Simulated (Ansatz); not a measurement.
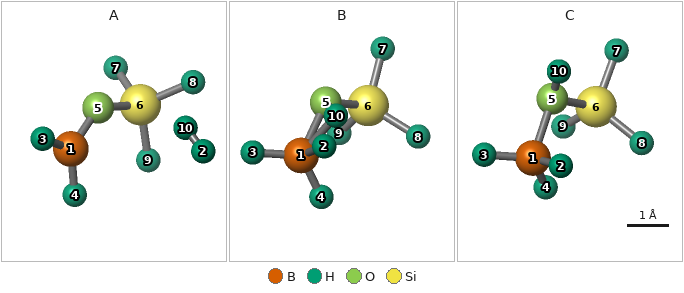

3 geometries from a converged minimum-energy path of BSiH₇O, shuffled. A ball-and-stick model, seen from a free direction.

Computed with Ansatz 0.2.0, RKS PBE0-D4/def2-SVP. Run with 5 movable images; climbing image; force threshold 0.03 eV/Å; iteration limit 60; starting path through a guess of the saddle point.

Which of them lies highest in energy?

B. In order along the path, whose images run from 0 to 6: C (image 0, 0.0 kJ/mol), B (image 3, +83.0 kJ/mol), A (image 6, −51.5 kJ/mol). Breaking: B1–H2 (1.22 → 1.34 at the top → 3.63 Å), O5–H10 (0.96 → 1.24 at the top → 2.93 Å). Forming: H2–H10 (2.49 → 1.04 at the top → 0.76 Å).
